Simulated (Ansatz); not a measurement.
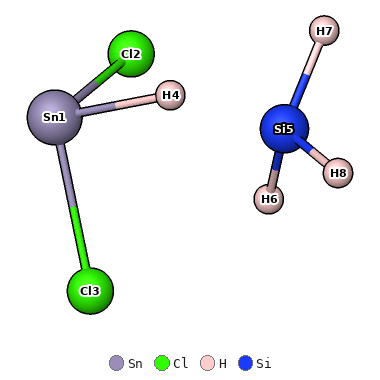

The system is the reacting system Cl2H4SiSn (fragments Cl₂Sn + H₄Si where the first distance is long, Cl₂H₄SiSn where the second is long); the picture shows the reference structure. Coordinates scanned: (1) distance Sn1–Si5 (bond that forms); (2) distance H4–Si5 (bond that breaks). Relaxed at each point: all other coordinates. The grid has 7 × 7 points. Points are written as (first, second). Energies are in kcal/mol, from a guessed transition structure relaxed with its forming and breaking bonds held. Energies and slopes of some neighbouring points disagree (a jump in structure or state, or too coarse a mesh). The reference is spin-restricted, so regions where a bond is pulled apart into radicals lie too high. Computed with Ansatz 0.2.0, RKS PBE0-D4/def2-SVP.

Its coordinates:

```xyz
8

Sn   -0.0245   -0.5340   -2.0363
Cl    0.3479   -2.3399   -0.4296
Cl   -2.2585    0.1374   -1.3693
H     0.7898    0.7091   -0.8892
Si    0.3217    0.4777    0.9051
H    -0.9394   -0.2545    1.1108
H     1.5579   -0.1223    1.4654
H     0.2051    1.9264    1.2431
```

Range: distance Sn1–Si5 (bond that forms) from 2.250 to 4.050 Å; distance H4–Si5 (bond that breaks) from 1.278 to 2.478 Å.

**What will the energy surface look like?**

The lowest grid point is at (3.683 Å, 1.582 Å), −16.4 kcal/mol from a guessed transition structure relaxed with its forming and breaking bonds held. The energy also falls towards the edge at (3.683 Å, 2.478 Å) (12.0 kcal/mol above the lowest), where a further well may lie outside the range. The highest grid point, (2.250 Å, 1.783 Å), lies 89.6 kcal/mol above the lowest.

```csv
"second ↓, first →",2.250,2.442,2.706,3.007,3.334,3.683,4.050
2.478,17.6,64.6,33.9,15.4,−1.7,−4.4,0.3
2.233,25.1,57.4,28.4,12.5,−1.9,−1.9,5.1
2.001,33.7,49.4,22.1,8.7,3.0,2.7,5.5
1.783,73.1,40.9,13.6,−1.7,−8.4,−8.9,−6.8
1.582,39.0,15.7,6.9,−9.0,−15.7,−16.4,−15.0
1.406,39.2,15.6,−1.1,−7.1,−13.6,−14.5,−13.7
1.278,50.5,26.8,10.1,4.9,−1.2,−2.3,−1.8
```

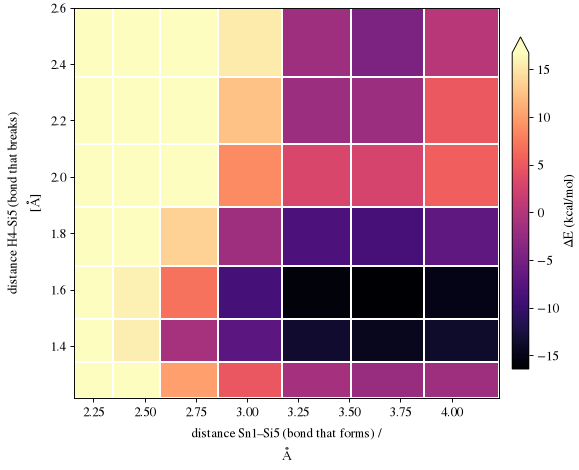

The picture shows one coloured cell a grid point, one colour for all values above the top of the scale.

Time for the 49 points that were run: 22 min on 1 thread of Arm Neoverse V2, with other jobs on the host.
